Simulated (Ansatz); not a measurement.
**GeN2O2: geometry relaxation**

The run: geometry relaxation of GeN2O2, SMILES O=[N][Ge][N]=O. Method and program: RKS PBE-D4/def2-SVP (Ansatz 0.2.0).

The geometry comes from this level: GFN2-xTB. Figures and captions count atoms from 1; the log counts them from 0 in places.

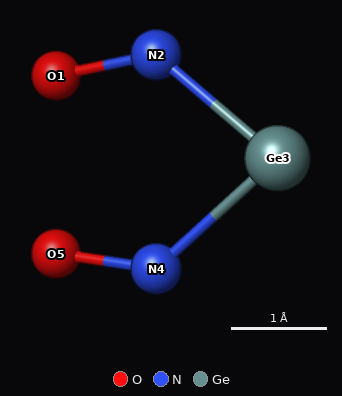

Fig. 1: The starting structure (ball-and-stick view, seen at a tilt; atoms are numbered from 1 in the order of the input). Sticks mark near contacts.

Key numbers:

| quantity | value |
| --- | --- |
| outcome | converged |
| total energy | −63561.0534 eV |
| mean-field energy | −63560.9161 eV |
| SCF solution under orbital rotations | stable |
| largest force (length of the vector) at the end | 0.003 eV/Å |
| hardware | 2 threads of Oxide Virtual Turin-like (Zen 5), 32 GiB of memory available, shared host |
| wall time | 10 s (CPU time 19 s) |
| peak memory | 0.14 GiB |

Input file:
```yaml
crystal:
  periodic: [false, false, false]
  atoms:
    - { symbol: O, position_ang: [0.9248, 1.35446, -1.01206] }
    - { symbol: "N", position_ang: [1.11202, 0.32916, -0.42198] }
    - { symbol: Ge, position_ang: [0.00048, -0.79715, 0.48758] }
    - { symbol: "N", position_ang: [-1.11247, 0.52473, -0.1003] }
    - { symbol: O, position_ang: [-0.92632, 1.51719, -0.7444] }
basis:
  gaussian: { orbitals: def2-SVP }
hamiltonian:
  xc: pbe
  dispersion: d4
relax:
  f_tol: 0.03
  max_steps: 200
```

Run as:
```bash
ansatz run input.yaml --threads 2 --pin off --max-ram 5120MiB --backend cpu --events-out ev --progress --plain --runs-dir out
```

Output:
```
The last accepted step is kept in [file] (removed where the run ends without a failure and the disk answers)
Engine: ansatz 0.2.0, x86_64-unknown-linux-gnu
Functional definition: PBE
  parameter kappa = 0.804
  parameter beta = 0.06672455060314922
  exchange = pbe_x(kappa = kappa, mu = beta*pi^2/3)
  correlation = pbe_c(beta = beta)
981 factors; their error is unknown
mean field evaluation 1: about -63557.1197 eV, gradient 4.1e1 eV
mean field evaluation 2: about -63544.7830 eV, gradient 7.8e1 eV
mean field evaluation 4: about -63560.4720 eV, gradient 8.6e0 eV
mean field evaluation 8: about -63560.6007 eV, gradient 7.3e-2 eV
mean field evaluation 16: about -63560.5354 eV, gradient 5.4e-5 eV
mean field -63560.53536255 eV, -2335.8065916955 hartree, gradient 5.4e-5 eV, S^2 0.000000; 0 other end points of the search recorded, 0 dependent functions left out
the calculation of the forces begins
reference -63560.53538444 eV, -2335.8065925001 hartree; 31, 31 occupied and 57, 57 virtual orbitals, 981 factors
relax step   1: F+E_penalty+E_count = -63560.67554328 eV  Δ(F+E_penalty+E_count) = +0.000e0 eV  max|allowed force component| = 2.448e0 eV/Å  Δτ_max = 0.0000 Å  (28 SCF iters, accepted)
these checks for a lower state are left out or cut short: starts, cluster_reference, orbital_swaps, neighbouring_geometries, increment
981 factors; their error is unknown
mean field -63560.79906422 eV, -2335.8162825532 hartree, gradient 2.6e-5 eV, S^2 0.000000; 0 other end points of the search recorded, 0 dependent functions left out
the calculation of the forces begins
reference -63560.79908651 eV, -2335.8162833721 hartree; 31, 31 occupied and 57, 57 virtual orbitals, 981 factors
relax step   2: F+E_penalty+E_count = -63560.93813990 eV  Δ(F+E_penalty+E_count) = -2.626e-1 eV  max|allowed force component| = 1.351e0 eV/Å  Δτ_max = 0.0529 Å  (31 SCF iters, accepted)
these checks for a lower state are left out or cut short: starts, cluster_reference, orbital_swaps, neighbouring_geometries, increment
981 factors; their error is unknown
mean field evaluation 32: about -63560.9007 eV, gradient 1.9e-5 eV
mean field -63560.90071072 eV, -2335.8200179931 hartree, gradient 1.9e-5 eV, S^2 0.000000; 0 other end points of the search recorded, 0 dependent functions left out
the calculation of the forces begins
reference -63560.90073328 eV, -2335.8200188221 hartree; 31, 31 occupied and 57, 57 virtual orbitals, 981 factors
relax step   3: F+E_penalty+E_count = -63561.03780482 eV  Δ(F+E_penalty+E_count) = -9.966e-2 eV  max|allowed force component| = 3.754e-1 eV/Å  Δτ_max = 0.1255 Å  (39 SCF iters, accepted)
these checks for a lower state are left out or cut short: starts, cluster_reference, orbital_swaps, neighbouring_geometries, increment
981 factors; their error is unknown
mean field -63560.89413617 eV, -2335.8197763828 hartree, gradient 1.2e-5 eV, S^2 0.000000; 0 other end points of the search recorded, 0 dependent functions left out
the calculation of the forces begins
reference -63560.89415861 eV, -2335.8197772075 hartree; 31, 31 occupied and 57, 57 virtual orbitals, 981 factors
relax step   4: F+E_penalty+E_count = -63561.03125581 eV  Δ(F+E_penalty+E_count) = +6.549e-3 eV  max|allowed force component| = 4.166e-1 eV/Å  Δτ_max = 0.0442 Å  (32 SCF iters, rejected (line search))
these checks for a lower state are left out or cut short: starts, cluster_reference, orbital_swaps, neighbouring_geometries, increment
981 factors; their error is unknown
mean field -63560.91352350 eV, -2335.8204888540 hartree, gradient 1.7e-5 eV, S^2 0.000000; 0 other end points of the search recorded, 0 dependent functions left out
the calculation of the forces begins
reference -63560.91354603 eV, -2335.8204896818 hartree; 31, 31 occupied and 57, 57 virtual orbitals, 981 factors
relax step   5: F+E_penalty+E_count = -63561.05065600 eV  Δ(F+E_penalty+E_count) = -1.285e-2 eV  max|allowed force component| = 1.033e-1 eV/Å  Δτ_max = 0.0215 Å  (33 SCF iters, accepted)
these checks for a lower state are left out or cut short: starts, cluster_reference, orbital_swaps, neighbouring_geometries, increment
981 factors; their error is unknown
mean field -63560.91599324 eV, -2335.8205796154 hartree, gradient 1.7e-5 eV, S^2 0.000000; 0 other end points of the search recorded, 0 dependent functions left out
the calculation of the forces begins
reference -63560.91601577 eV, -2335.8205804431 hartree; 31, 31 occupied and 57, 57 virtual orbitals, 981 factors
relax step   6: F+E_penalty+E_count = -63561.05323503 eV  Δ(F+E_penalty+E_count) = -2.579e-3 eV  max|allowed force component| = 4.798e-2 eV/Å  Δτ_max = 0.0176 Å  (33 SCF iters, accepted)
these checks for a lower state are left out or cut short: starts, cluster_reference, orbital_swaps, neighbouring_geometries, increment
981 factors; their error is unknown
mean field -63560.91607721 eV, -2335.8205827010 hartree, gradient 1.7e-5 eV, S^2 0.000000; 0 other end points of the search recorded, 0 dependent functions left out
the calculation of the forces begins
reference -63560.91609972 eV, -2335.8205835284 hartree; 31, 31 occupied and 57, 57 virtual orbitals, 981 factors
relax step   7: F+E_penalty+E_count = -63561.05335411 eV  Δ(F+E_penalty+E_count) = -1.191e-4 eV  max|allowed force component| = 2.315e-3 eV/Å  Δτ_max = 0.0027 Å  (33 SCF iters, accepted)
981 factors; their error is unknown
mean field evaluation 64: about -63535.7722 eV, gradient 9.7e1 eV
```

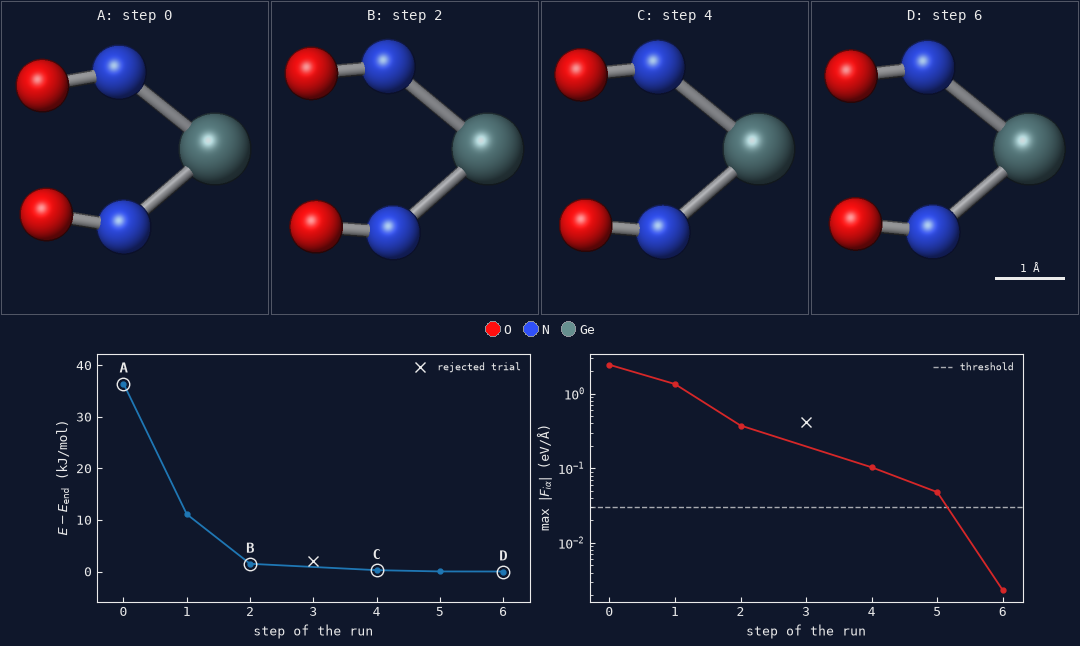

Fig. 2: Frames of the relaxation (ball-and-stick view, seen at a tilt) above the curves, on which the letters mark them (the first geometry is step 0 here and step 1 in the log).

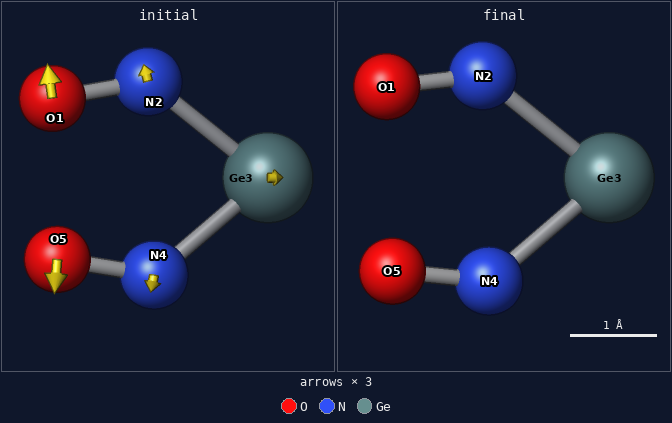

Fig. 3: Before (left) and after (right) the relaxation, at one scale (ball-and-stick view, seen at a tilt). The yellow arrows give the displacements, magnified 3 times. Over 6 geometry steps the energy falls by 36.5 kJ/mol. The largest force component goes from 2.4 to 0.0023 eV/Å. The line search rejected the trial step at point 3 (counted from 0) and went back. The largest moves after the best rigid fit, 0.14 Å, are those of O1 and O5. Largest moves by element: O 0.14 Å, N 0.07 Å, Ge 0.07 Å. Among the contacts that change: Ge3–N4 1.825 → 1.933 Å, N4–O5 1.198 → 1.188 Å. Among the angles that change: O1–N2–Ge3 132.7° → 135.8°. (Atoms are counted from 1 in the order of the input.)

```
mean field -63560.91607721 eV, -2335.8205827010 hartree, gradient 1.7e-5 eV, S^2 0.000000; 1 other end points of the search recorded, 0 dependent functions left out
the calculation of the forces begins
reference -63560.91609972 eV, -2335.8205835284 hartree; 31, 31 occupied and 57, 57 virtual orbitals, 981 factors
Total energy: -63561.05337663 eV, -2335.8256283616 hartree
Atom 0 at     1.060574     1.356154    -1.040343 Å, force    -0.000427     0.000146    -0.000170 eV/Å
Atom 1 at     1.180728     0.337057    -0.440793 Å, force    -0.001812    -0.001140     0.001212 eV/Å
Atom 2 at     0.000486    -0.852834     0.521656 Å, force     0.000005     0.002315    -0.001427 eV/Å
Atom 3 at    -1.181170     0.545003    -0.098720 Å, force     0.001853    -0.001597     0.000477 eV/Å
Atom 4 at    -1.062109     1.543011    -0.732959 Å, force     0.000380     0.000276    -0.000092 eV/Å
Dipole moment:     0.000112    -0.208386     0.127464 e Å
```

Trajectory as extended XYZ (Å, eV, eV/Å), 7 frames, from step=1 to step=7:
```
5
Properties=species:S:1:pos:R:3:forces:R:3 step=1 energy=-63560.67554
O     0.9248    1.3545   -1.0121    1.4751  -0.1904  -0.1763
N     1.1120    0.3292   -0.4220    1.5594   1.1481  -1.0116
Ge    0.0005   -0.7972    0.4876    0.0008  -2.4483   1.4976
N    -1.1125    0.5247   -0.1003   -1.5604   1.4221  -0.5605
O    -0.9263    1.5172   -0.7444   -1.4750   0.0685   0.2508
5
Properties=species:S:1:pos:R:3:forces:R:3 step=2 energy=-63560.93814
O     0.9767    1.3539   -1.0220    0.7634  -0.2155  -0.0193
N     1.1568    0.3294   -0.4310    0.5094   0.7791  -0.5780
Ge    0.0005   -0.8135    0.4976    0.0005  -1.3509   0.8264
N    -1.1572    0.5328   -0.0964   -0.5099   0.8688  -0.4301
O    -0.9782    1.5258   -0.7393   -0.7634  -0.0816   0.2010
5
Properties=species:S:1:pos:R:3:forces:R:3 step=3 energy=-63561.03780
O     1.1000    1.3465   -1.0438   -0.1970   0.3284  -0.1473
N     1.1933    0.3326   -0.4386   -0.0070  -0.1221   0.0629
Ge    0.0005   -0.8335    0.5098    0.0002  -0.3754   0.2297
N    -1.1937    0.5411   -0.0957    0.0071  -0.1118   0.0799
O    -1.1016    1.5417   -0.7228    0.1967   0.2809  -0.2253
5
Properties=species:S:1:pos:R:3:forces:R:3 step=4 energy=-63561.03126 accepted=F
O     1.0792    1.3747   -1.0169   -0.1174  -0.4166  -0.0952
N     1.1647    0.3229   -0.4640    0.1763   0.3440   0.0928
Ge    0.0005   -0.8590    0.5256   -0.0006   0.1028  -0.0650
N    -1.1652    0.5590   -0.0759   -0.1754   0.0779  -0.3458
O    -1.0807    1.5308   -0.7599    0.1171  -0.1081   0.4132
5
Properties=species:S:1:pos:R:3:forces:R:3 step=5 energy=-63561.05066
O     1.0793    1.3524   -1.0442   -0.1033   0.0497   0.0123
N     1.1852    0.3360   -0.4387   -0.0090   0.0086  -0.0234
Ge    0.0005   -0.8474    0.5183    0.0000  -0.0948   0.0579
N    -1.1856    0.5426   -0.0987    0.0091   0.0254   0.0030
O    -1.0809    1.5447   -0.7279    0.1032   0.0112  -0.0497
5
Properties=species:S:1:pos:R:3:forces:R:3 step=6 energy=-63561.05323
O     1.0630    1.3566   -1.0392   -0.0179   0.0274  -0.0309
N     1.1818    0.3364   -0.4422   -0.0124  -0.0314   0.0375
Ge    0.0005   -0.8528    0.5216    0.0000   0.0119  -0.0072
N    -1.1822    0.5460   -0.0975    0.0123  -0.0480   0.0109
O    -1.0645    1.5422   -0.7339    0.0179   0.0401  -0.0104
5
Properties=species:S:1:pos:R:3:forces:R:3 step=7 energy=-63561.05335
O     1.0606    1.3562   -1.0403   -0.0004   0.0001  -0.0002
N     1.1807    0.3371   -0.4408   -0.0018  -0.0011   0.0012
Ge    0.0005   -0.8528    0.5217    0.0000   0.0023  -0.0014
N    -1.1812    0.5450   -0.0987    0.0019  -0.0016   0.0005
O    -1.0621    1.5430   -0.7330    0.0004   0.0003  -0.0001
```
